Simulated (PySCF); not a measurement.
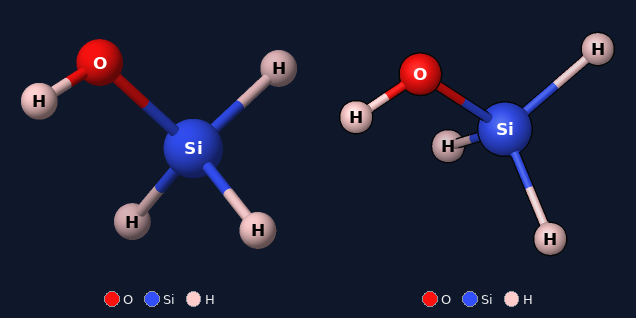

Both panels show the same species.

> What is the molecular formula?

H₄OSi, 6 atoms: 4 hydrogen, 1 oxygen and 1 silicon.

> Name some functional groups or characteristic bonds that it holds.

Among them: Si–H bond, Si–O bond.

The parts below concern this one geometry. Atoms keep their numbers from picture to picture. Computed geometry: PBE0-D3(BJ)/def2-SVP optimisation. No frequency run is at hand to confirm it as a minimum.

### Shape

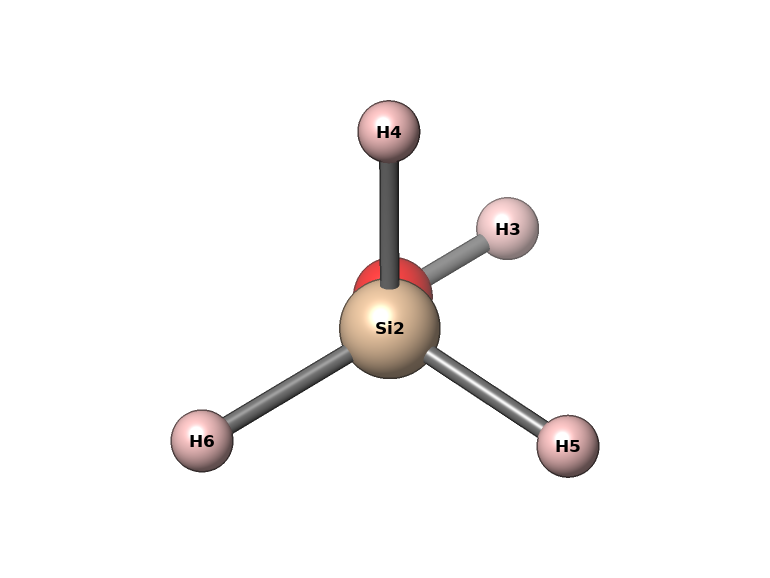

O1 lies behind Si2. The molecule seen nearly along the Si2–O1 bond, Si2 in front. Atoms fade into the background with distance from the viewer. No frequency run is at hand to confirm it as a minimum.

> What is the torsion angle H4–Si2–O1–H3? The sign is positive where the front bond must turn clockwise to cover the back bond.

62°, synclinal (gauche).

### NMR shielding

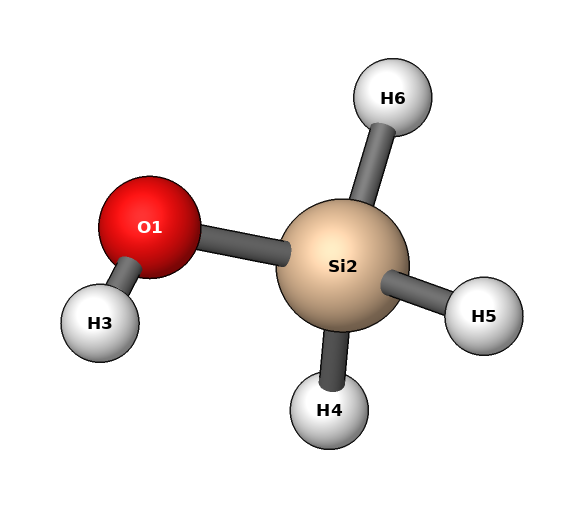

The questions are on isotropic NMR shieldings of the H atoms. No frequency run is at hand to confirm it as a minimum. Level of theory: GIAO PBE0/pcSseg-0 NMR shielding, non-relativistic, gas phase (PySCF 2.14.0).

> Which H atom is the most shielded (lowest chemical shift)?

H3 (33.86 ppm).

> Which H atom is the least shielded (highest chemical shift)?

H4, H5 (27.27 to 27.28 ppm).

> How wide is the range of H shifts?

6.59 ppm.

List the isotropic NMR shieldings of the H atoms.

```
atom  σ (ppm)
  H3    33.86
  H4    27.27
  H5    27.28
  H6    27.31
```

### Quadrupole coupling

No frequency run is at hand to confirm it as a minimum. Electric field gradients from the ground-state density, PBE0/6-31G* (PySCF 2.14.0), non-relativistic apart from any core potentials.

Give the largest field-gradient component, the quadrupole coupling constant and the asymmetry for 17O at O1 (Q = −25.6 mb), 2H at H3 (Q = 2.86 mb), 2H at H4 (Q = 2.86 mb), 2H at H6 (Q = 2.86 mb).

```json
{"atom": "O1", "V_zz (a.u.)": "1.388", "e²qQ/h (MHz)": "−8.35", "η": "0.68"}
{"atom": "H3", "V_zz (a.u.)": "0.483", "e²qQ/h (MHz)": "0.324", "η": "0.07"}
{"atom": "H4", "V_zz (a.u.)": "0.141", "e²qQ/h (MHz)": "0.095", "η": "0.04"}
{"atom": "H6", "V_zz (a.u.)": "0.148", "e²qQ/h (MHz)": "0.099", "η": "0.03"}
```

### Core levels

No frequency run is at hand to confirm it as a minimum. Method: delta-SCF UKS SCAN, pcX-1 on the ionised atom, pcseg-1 elsewhere, spin-free X2C (PySCF 2.14.0).

Give the core-electron binding energies (to vacuum; p and d levels without spin–orbit splitting) of O1 1s, Si2 1s, Si2 2p.

```tsv
atom	level	binding energy (eV)
O1	1s	538.9
Si2	1s	1847.7
Si2	2p	108.1
```
